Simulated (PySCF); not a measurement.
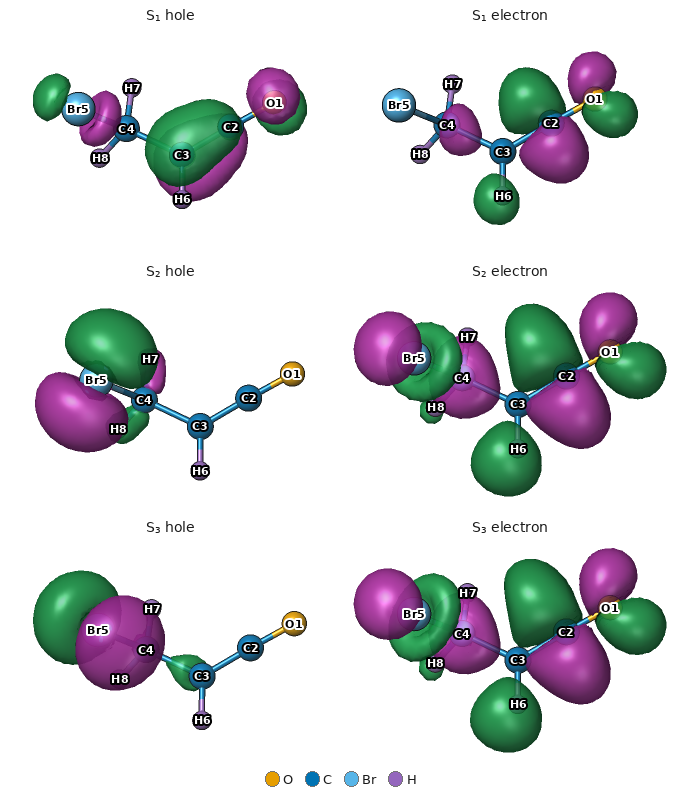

C₃H₃BrO, SMILES `O=C=CCBr`. Leading natural transition orbitals (TDA singlet states).

Level of theory: B3LYP/def2-SVPD (PySCF), at a geometry from GFN2-xTB. No frequency check shows the geometry to be a minimum. GFN2-xTB bond lengths at metals and heavier atoms can be off by up to 0.1 Å and shapes distorted, which carries into these values.

Input script:

```python
import numpy as np
from pyscf import gto, scf, dft, tdscf
from pyscf.scf import atom_ks, atom_hf
from scipy.linalg import block_diag

def solve(mol, dm0=None, hcore=None):
    mf = (dft.UKS if mol.spin else dft.RKS)(mol, xc='b3lyp')
    mf.grids.level = 3
    mf = mf.density_fit(auxbasis='def2-universal-jkfit')
    mf.conv_tol, mf.max_cycle = 1e-8, 80
    if hcore is not None:
        mf.get_hcore = lambda *args: hcore
    mf.kernel(dm0)
    if not mf.converged:
        mf = mf.newton().run(mf.mo_coeff, mf.mo_occ, max_cycle=30)
    assert mf.converged, 'SCF not converged'
    return mf

mol = gto.M(atom='''
O     -3.23576     0.68261     0.18228
C     -2.30779     0.05815    -0.11866
C     -1.30272    -0.69795    -0.44527
C     -0.13726    -0.94555     0.43367
Br     1.42121     0.22320    -0.02912
H     -1.26417    -1.07772    -1.45456
H     -0.34964    -0.72572     1.47675
H      0.24403    -1.95733     0.32024
''', basis='def2-svpd', charge=0, spin=0, verbose=4)
mf = solve(mol)
td = mf.TDA()
td.nstates, td.singlet, td.conv_tol = 6, True, 1e-5
td.kernel()
td.analyze()
x, y = np.array([p[0] for p in td.xy]), np.array([p[1] + 0 * p[0] for p in td.xy])
f, mu = td.oscillator_strength(), td.transition_dipole()
nto = [td.get_nto(state=i + 1, verbose=4) for i in range(len(td.e))]
# spherically averaged free atoms, for the promolecule
atm = atom_ks.get_atm_nrks(mol, xc='b3lyp')
pro = block_diag(*[(atm[a[0]][2] * atm[a[0]][3]) @ atm[a[0]][2].T for a in mol._atom])
np.savez('result.npz', e=td.e, f=f, ok=td.converged, w=[n[0] for n in nto], nto=[n[1] for n in nto], x=x, y=y, c=mf.mo_coeff, occ=mf.mo_occ, eps=mf.mo_energy, pro=pro, mu=mu)
```

Command:

```sh
OMP_NUM_THREADS=1 python input.py
```

The run took 2.9 min on 1 thread of Intel(R) Xeon(R) Platinum 8488C (Sapphire Rapids), with other jobs on the host, peak memory 0.75 GiB.

Question: Describe these excited states.

Answer: By state:
- S₁: 3.63 eV (341 nm), f = 0.003; the leading pair carries 100 %; hole on C3 (39 %), O1 (22 %) and C2 (18 %), electron on C2 (43 %), O1 (29 %) and C3 (11 %); their centroids lie 0.7 Å apart.
- S₂: 5.03 eV (247 nm), f = 0.001 (very weak), charge transfer, whose energy this functional puts too low; the leading pair carries 100 %; hole on Br5 (90 %), electron on C2 (34 %), O1 (23 %) and Br5 (12 %); their centroids lie 2.9 Å apart.
- S₃: 5.14 eV (241 nm), f = 0.001 (very weak), charge transfer, whose energy this functional puts too low; the leading pair carries 100 %; hole on Br5 (88 %), electron on C2 (34 %), O1 (23 %) and Br5 (11 %); their centroids lie 2.8 Å apart.
